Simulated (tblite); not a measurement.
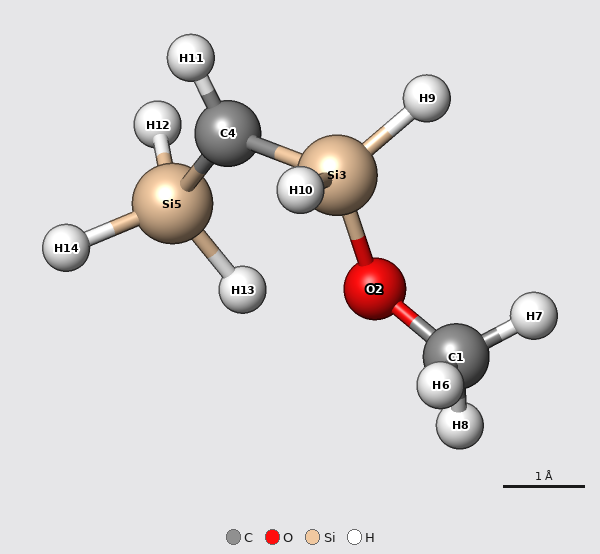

Figure 1. The input geometry (ball-and-stick view, seen at a tilt; atoms are numbered from 1 in the order of the input). Bond lengths as drawn: C–H 1.08 to 1.09 Å, C–O 1.39 Å, C–Si 1.85 to 1.86 Å, H–Si 1.46 to 1.47 Å and O–Si 1.62 Å.

# Frequency calculation, with input and output: C₂H₉OSi₂

System: C₂H₉OSi₂, multiplicity 2, SMILES CO[SiH2][CH][SiH3].
Method: GFN2-xTB harmonic vibrations, gas phase (tblite 0.8.0).

It belongs to a series of runs on one base structure; here: H removed from sp3 C.

Input file
```
{"job": {"kind": "ir", "xc": "GFN2-xTB", "basis": "xTB"}, "charge": 0, "multiplicity": 2}
C     -2.173503     1.070148    -0.106753
O     -0.936691     0.477525     0.119232
Si    -0.589227    -0.775831     1.092741
C      1.232850    -0.985926     0.833535
Si     2.397053    -0.005854    -0.235572
H     -2.587853     1.481377     0.817987
H     -2.887904     0.348261    -0.512801
H     -2.036283     1.878622    -0.826439
H     -1.364120    -1.968053     0.706070
H     -0.942044    -0.464155     2.489154
H      1.671686    -1.789185     1.409794
H      3.286270    -0.939626    -0.944409
H      1.688832     0.825075    -1.203983
H      3.240256     0.847148     0.619303
```

The first line tells a small driver script what to run in tblite; the rest is the geometry in Å.

Command:
```bash
OMP_NUM_THREADS=1 python <driver script> task.json out
```

The program's output
```
mode    cm-1     km/mol
  1     -38.6      0.53
  2      55.5      1.84
  3      88.1      0.30
  4      97.2      0.02
  5     106.6      2.00
  6     206.4      1.45
  7     299.2      5.04
  8     424.8      1.40
  9     467.7      5.67
 10     503.8     40.86
 11     549.8    160.84
 12     595.1     69.59
 13     632.4     11.74
 14     754.5    336.02
 15     760.3     49.54
 16     788.2    166.07
 17     790.1    243.19
 18     812.4    487.11
 19     828.8    138.80
 20     938.6     45.80
 21    1127.4     74.41
 22    1136.3      2.35
 23    1141.4     88.42
 24    1164.5    144.17
 25    1422.6      0.29
 26    1487.6      4.01
 27    1493.5      1.41
 28    2122.7    349.75
 29    2161.1    391.51
 30    2175.2    205.59
 31    2187.0    240.00
 32    2293.0    260.06
 33    2935.1     44.00
 34    2950.5     54.01
 35    2986.7     28.98
 36    3046.6     40.37
```

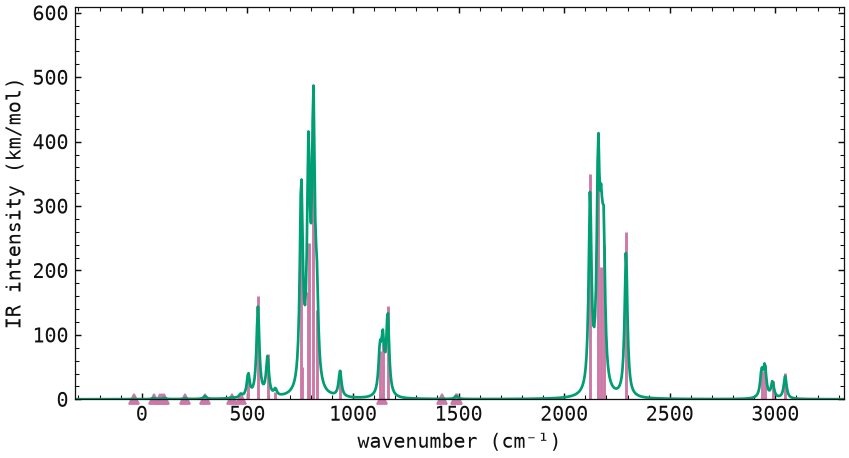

Figure 2. Harmonic infrared spectrum, unscaled: sticks (degenerate modes added up, dark ones marked on the axis) with a Lorentzian envelope of 16 cm⁻¹ full width, scaled to the tallest stick; imaginary modes are drawn at negative wavenumbers. 36 modes from 39i to 3047 cm⁻¹, 1 imaginary beyond 8i (39i cm⁻¹): not a clean minimum; so soft a mode can be a shallow saddle, an incomplete relaxation or noise of the force constants. The strongest line is at 812 cm⁻¹ (487 km/mol).

Results in brief

```csv
quantity,value
outcome,converged
total energy,−445.0557 eV
zero-point energy,59.3710 kcal/mol
hardware,"1 CPU thread, shared host"
peak memory,0.17 GiB
```
